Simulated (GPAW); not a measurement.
**SnH3O2F: property calculation**

SnH3O2F, SMILES [OH][SnH]([OH])[F], computed with PBE/real-space grid, scalar-relativistic datasets (GPAW 26.7.0).

The geometry comes from this level: GFN2-xTB.

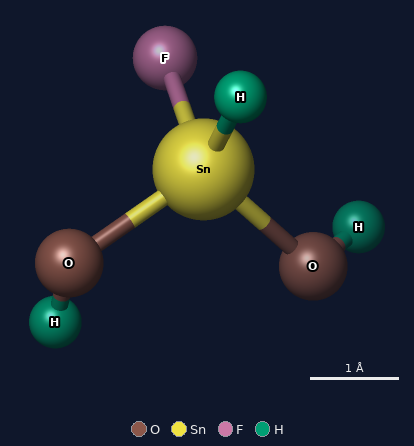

*The structure (ball-and-stick view, seen at a tilt). Sticks mark near contacts.*

The input (run.py):
```python
import numpy as np
from ase.io import read
from ase.units import Debye
from gpaw import GPAW

# Geometry
atoms = read("mol.xyz")
atoms.center(vacuum=4.5)

# Calculator
calc = GPAW(mode="fd", maxiter=100, xc="PBE", h=0.2, txt="-")
atoms.calc = calc

energy = atoms.get_potential_energy()
print(f"Energy = {energy:.5f} eV")
forces = atoms.get_forces()
print("Forces (eV/Ang)")
for symbol, f in zip(atoms.symbols, forces):
    print(f'{symbol:2} {f[0]:9.4f} {f[1]:9.4f} {f[2]:9.4f}')
dipole = atoms.get_dipole_moment() / Debye
print(f"Dipole: {np.linalg.norm(dipole):.3f} D")
homo, lumo = calc.get_homo_lumo()
print(f"HOMO: {homo:.3f} eV")
print(f"LUMO                    {lumo:.3f} eV")
print(f"Gap = {lumo - homo:.3f} eV")
```

File mol.xyz:
```
7

O     -0.430890     1.095330    -1.067340
Sn    -0.110920     0.046780     0.501920
O      1.643440    -0.641480     0.335910
F     -1.341420    -1.405990     0.201170
H     -1.324140     1.049650    -1.412920
H     -0.366790     0.646450     2.009010
H      1.930710    -0.790730    -0.567760
```

Launch command:
```bash
OMP_NUM_THREADS=1 python run.py
```

Output:
```
__  _  _
 | _ |_)|_||  |
 |__||  | ||/\| - 26.7.0

units:  Angstrom and eV
cores:  1
OpenMP: False

Versions:
  Python: 3.12.14
  ASE:    3.29.0
  Numpy:  2.5.5
  Scipy:  1.18.1
  Libxc:  7.0.0

        _gpaw.cpython-312-x86_64-linux-gnu.so

Input parameters:
  mode=FD(),
  h=0.2,
  maxiter=100,
  xc=XC(name='PBE')

Diagonalizing LCAO Hamiltonian
Converting LCAO to fd mode
        .-----------------------------.
       /|                             |
      / |                             |
     /  |                             |
    /   |                             |
   /    |                             |
  /     |                             |
 *      |                             |
 |      |         H                   |
 |      |                             |
 |      |                             |
 |      |          Sn  O              |
 |      |      FH O    H              |
 |      |                             |
 |      |                             |
 |      .-----------------------------.
 |     /                             /
 |    /                             /
 |   /                             /
 |  /                             /
 | /                             /
 |/                             /
 *-----------------------------*

Atoms  # Å, Bohr magnetons
|   | symbol |        x |        y |        z |    initial magnetic moments |
|---|--------|----------|----------|----------|-----------------------------|
| 0 |      O | 5.410530 | 7.001320 | 4.845580 | ( 0.0000,  0.0000,  0.0000) |
| 1 |     Sn | 5.730500 | 5.952770 | 6.414840 | ( 0.0000,  0.0000,  0.0000) |
| 2 |      O | 7.484860 | 5.264510 | 6.248830 | ( 0.0000,  0.0000,  0.0000) |
| 3 |      F | 4.500000 | 4.500000 | 6.114090 | ( 0.0000,  0.0000,  0.0000) |
| 4 |      H | 4.517280 | 6.955640 | 4.500000 | ( 0.0000,  0.0000,  0.0000) |
| 5 |      H | 5.474630 | 6.552440 | 7.921930 | ( 0.0000,  0.0000,  0.0000) |
| 6 |      H | 7.772130 | 5.115260 | 5.345160 | ( 0.0000,  0.0000,  0.0000) |

Unit cell  # Å
| periodic |         x |         y |         z |   lengths |    angles |
|----------|-----------|-----------|-----------|-----------|-----------|
|       no | 12.272130 |  0.000000 |  0.000000 | 12.272130 | 90.000000 |
|       no |  0.000000 | 11.501320 |  0.000000 | 11.501320 | 90.000000 |
|       no |  0.000000 |  0.000000 | 12.421930 | 12.421930 | 90.000000 |

Number of symmetries: 1
Symmetry operations  # r_c * U_cc + t_c -> r_c
|   | kind |            matrix            |
|---|------|------------------------------|
| 0 |  E   |  1, 0, 0,  0, 1, 0,  0, 0, 1 |

BZ-sampling:
  Number of BZ points: 1
  Number of IBZ points: 1

  Monkhorst-Pack size: [1, 1, 1]
  Monkhorst-Pack shift: [0, 0, 0]

K-points  # in reciprocal-cell coordinates
|   |                                coordinates |     weight |
|---|--------------------------------------------|------------|
| 0 | (  0.00000000,   0.00000000,   0.00000000) | 1.00000000 |

Uniform wave function grid shape: (np.int64(59), np.int64(55), np.int64(63))
Spin-components: 1 (collinear spins)
Bands:           24
Projectors:      30
Spin-degeneracy: 2
Datatype:        float64

  Storage: CPU
  Wave functions: 39_251_520 bytes (39_251_520 per core)

Parallelization:
  kpt:    1
  domain: 1
  band:   1

Density:
  Valence electrons: 36.0
  Components: 1
  Grid points: [60 56 64]
  Charge: 0.0  # |e|

Potential:
  Grid points: [60 56 64]

species:
  O:
    name:    Oxygen
    Z:       8.0
    valence: 6
    core:    2
    charge:  0.0  # [|e|]
    file:    O.PBE.gz
    compensation charges:
      type: gauss
      rc: 0.21  # [Å]
      lmax: 2
    cutoffs:
      filter: 1.17  # [Å]
      core: 0.83  # [Å]
    projectors
    | kind |    occ | energy [eV] | rcut [Å] |
    |------|--------|-------------|----------|
    |   2s |  2.000 |     -23.961 |    0.688 |
    |   2p |  4.000 |      -9.029 |    0.598 |
    |    s |        |       3.251 |    0.688 |
    |    p |        |      18.182 |    0.598 |
    |    d |        |       0.000 |    0.619 |

    Using partial waves for O as LCAO basis

  Sn:
    name:    Tin
    Z:       50.0
    valence: 14
    core:    36
    charge:  0.0  # [|e|]
    file:    Sn.PBE.gz
    compensation charges:
      type: gauss
      rc: 0.38  # [Å]
      lmax: 2
    cutoffs:
      filter: 2.23  # [Å]
      core: 2.35  # [Å]
    projectors
    | kind |    occ | energy [eV] | rcut [Å] |
    |------|--------|-------------|----------|
    |   5s |  2.000 |     -10.538 |    1.201 |
    |   5p |  2.000 |      -3.696 |    1.270 |
    |   4d | 10.000 |     -25.845 |    1.185 |
    |    s |        |      16.674 |    1.201 |
    |    p |        |      23.515 |    1.270 |
    |    d |        |       1.367 |    1.185 |

    Using partial waves for Sn as LCAO basis

  F:
    name:    Fluorine
    Z:       9.0
    valence: 7
    core:    2
    charge:  0.0  # [|e|]
    file:    F.PBE.gz
    compensation charges:
      type: gauss
      rc: 0.20  # [Å]
      lmax: 2
    cutoffs:
      filter: 1.14  # [Å]
      core: 0.74  # [Å]
    projectors
    | kind |    occ | energy [eV] | rcut [Å] |
    |------|--------|-------------|----------|
    |   2s |  2.000 |     -29.898 |    0.635 |
    |   2p |  5.000 |     -11.110 |    0.635 |
    |    s |        |      -2.687 |    0.635 |
    |    p |        |      16.102 |    0.635 |
    |    d |        |       0.000 |    0.635 |

    Using partial waves for F as LCAO basis

  H:
    name:    Hydrogen
    Z:       1.0
    valence: 1
    core:    0
    charge:  0.0  # [|e|]
    file:    H.PBE.gz
    compensation charges:
      type: gauss
      rc: 0.15  # [Å]
      lmax: 2
    cutoffs:
      filter: 0.85  # [Å]
      core: 0.53  # [Å]
    projectors
    | kind |    occ | energy [eV] | rcut [Å] |
    |------|--------|-------------|----------|
    |   1s |  1.000 |      -6.494 |    0.476 |
    |    s |        |      20.717 |    0.476 |
    |    p |        |       0.000 |    0.476 |

    Using partial waves for H as LCAO basis

Reference energy: -174843.949181  # eV

eigensolver:
  PPCG
  Converge bands: occupied
  niter=2

density mixing:
  MSR1-Mixer
  Pratt-step length: 0.05
  Maximum mixing coefficient: 0.75
  Old densities: 10
  SVD Regularization: 0.005
  Good broyden scale: 1.0
  Trust region scale: 1.0
  Backstep threshold: 4.0
  History deletion threshold: 6.0
  Fourier metric: weight=20.0, sigma=0.015

occupation numbers:
  # Zero width

FastPoissonSolver using
    Stencil: 6*3+1=19 point O(h^6) finite-difference Laplacian
    FFT axes: []
    FST axes: [np.int64(1), np.int64(0), np.int64(2)]

xc functional:
  name: PBE with 2 nearest neighbor stencil
interpolation: tri-quintic # 5. degree polynomial

Initialization done in: 1.992 s

convergence criteria:
- Maximum [total energy] change in last 3 cyles: 0.0005 eV / valence electron
- Maximum integral of absolute [dens]ity change: 0.0001 electrons / valence electron
- Maximum integral of absolute [eigenst]ate change: 4e-08 eV^2 / valence electron
maximum number of iterations: 100

SCF iterations
|iter     |     time |      energy | eigst |  dens |
|---------|----------|-------------|-------|-------|
|iter:   1| 00:00:03 |  -39.085586 | +0.79 |       |
|iter:   2| 00:00:05 |  -37.797657 | -0.25 | -0.82 |
|iter:   3| 00:00:07 |  -33.925950 | +0.18 | -0.87 |
|iter:   4| 00:00:08 |  -33.888039 | -0.81 | -1.38 |
|iter:   5| 00:00:10 |  -33.877046 | -1.52 | -1.66 |
|iter:   6| 00:00:12 |  -33.877113c| -2.31 | -2.43 |
|iter:   7| 00:00:13 |  -33.877219c| -3.22 | -2.78 |
|iter:   8| 00:00:15 |  -33.877262c| -3.99 | -3.21 |
|iter:   9| 00:00:17 |  -33.877268c| -4.60 | -3.82 |
|iter:  10| 00:00:19 |  -33.877269c| -5.17 | -4.23c|
|iter:  11| 00:00:20 |  -33.877270c| -5.73 | -4.63c|
|iter:  12| 00:00:22 |  -33.877270c| -6.21 | -5.07c|
|iter:  13| 00:00:24 |  -33.877270c| -6.80 | -5.57c|
|iter:  14| 00:00:25 |  -33.877270c| -7.22 | -5.90c|
|iter:  15| 00:00:27 |  -33.877270c| -7.55c| -6.17c|

Converged in 15 steps
SCF loop duration: 24.567 s (1.638 s/step)
Energy contributions relative to reference atoms: (reference = -174843.949181)

Energy contributions:
  Kinetic:          59.632399
  Coulomb:         -60.621213
  Zero:              1.478887
  External:          0.000000
  Xc:              -34.367343
  Entropy:           0.000000
  Spinorbit:         0.000000
  ----------------------------
  Free energy:     -33.877270
  Extrapolated:    -33.877270

dipole moment: (-0.030445, 0.351470, 0.060947)  # |e|*Ang

Fermi level: -4.846
Eigenvalues  # (at kpt = [0.000, 0.000, 0.000])
| band index |      eig [eV] | occ [0-2] |
|------------|---------------|-----------|
|          0 |       -28.589 |     2.000 |
|        ... |               |           |
|         10 |       -11.100 |     2.000 |
|         11 |        -9.916 |     2.000 |
|         12 |        -9.135 |     2.000 |
|         13 |        -8.987 |     2.000 |
|         14 |        -8.477 |     2.000 |
|         15 |        -8.194 |     2.000 |
|         16 |        -7.804 |     2.000 |
|         17 |        -7.590 |     2.000 |
|         18 |        -2.102 |     0.000 |
|         19 |        -0.925 |     0.000 |
|         20 |        -0.868 |     0.000 |
|         21 |        -0.203 |     0.000 |
|         22 |         0.554 |     0.000 |
|         23 |         1.105 |     0.000 |

Gap: 5.488 eV
Transition (v -> c):
  (s=0, k=0, n=17, [0.00, 0.00, 0.00]) -> (s=0, k=0, n=18, [0.00, 0.00, 0.00])
No difference between direct/indirect transitions
vacuum-level: 0.000  # V
Energy = -33.87727 eV

Forces  # eV/Ang
|        x |        y |        z |
|----------|----------|----------|
|  0.46321 |  0.82370 | -0.76585 |  # O    0
| -1.05821 | -0.24853 |  0.19490 |  # Sn   1
|  1.49237 | -0.43391 |  0.41524 |  # O    2
| -0.30418 | -0.65572 |  0.02256 |  # F    3
| -0.56941 | -0.09977 | -0.16814 |  # H    4
| -0.14646 |  0.38730 |  0.85759 |  # H    5
|  0.14564 | -0.10842 | -0.53900 |  # H    6

Force computation time: 0.070  # s
Forces (eV/Ang)
O     0.4632    0.8237   -0.7658
Sn   -1.0582   -0.2485    0.1949
O     1.4924   -0.4339    0.4152
F    -0.3042   -0.6557    0.0226
H    -0.5694   -0.0998   -0.1681
H    -0.1465    0.3873    0.8576
H     0.1456   -0.1084   -0.5390
Dipole: 1.720 D
HOMO: -7.590 eV
LUMO                    -2.102 eV
Gap = 5.488 eV
```

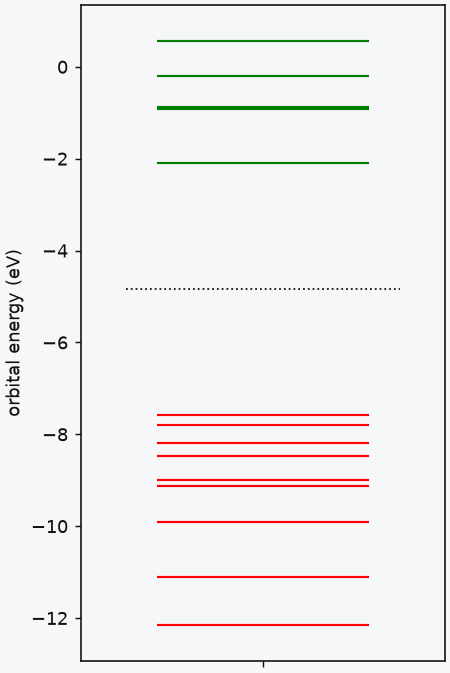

*Orbital energies near the frontier; the dotted line parts filled from empty levels, and levels within 0.02 eV of each other stand side by side.*

Highest filled −7.59 eV, lowest empty −2.10 eV, 5.49 eV apart.

Summary:

| quantity | value |
| --- | --- |
| outcome | converged |
| energy relative to the program's reference atoms | −33.8773 eV |
| largest force | 1.609 eV/Å |
| HOMO | −7.59 eV |
| LUMO | −2.10 eV |
| dipole moment | 1.72 D |
| hardware | 1 thread of Intel Xeon (Granite Rapids), 12 GiB of memory available, shared host |
| wall time | 27 s |
| peak memory | 0.73 GiB |
